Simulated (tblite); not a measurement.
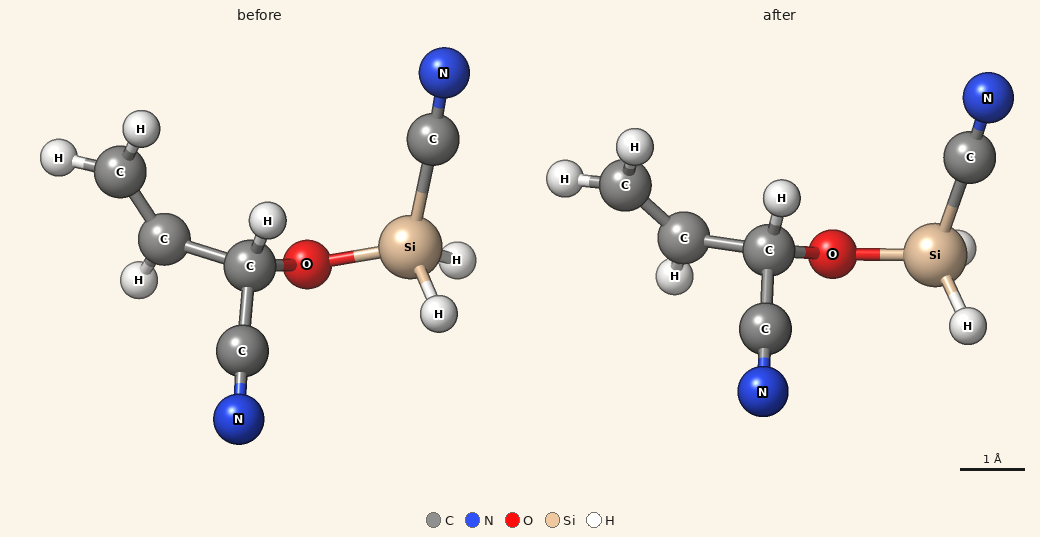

The structure of C5H6N2OSi before (left) and after (right) a relaxation, at one scale.

The picture is a ball-and-stick view, seen face on.

Method: tblite, GFN2-xTB geometry optimisation, gas phase. 

**What changed between the two?**

The atom that moves furthest after the best rigid fit is an N atom (0.60 Å). Largest moves by element: N 0.60 Å, H 0.51 Å, C 0.41 Å, O 0.22 Å, Si 0.16 Å. Near-neighbour distances that change, for instance: O–Si 1.677 → 1.621 Å, C–N 1.177 → 1.142 Å, H–Si 1.477 → 1.451 Å, C–H 1.100 → 1.080 Å. Among the angles between lasting bonds that change: C–O–Si 118.3° → 131.3°, H–Si–H 106.8° → 119.2°, O–Si–H 107.7° → 99.4°. Over 133 geometry steps the energy falls by 0.354 eV.
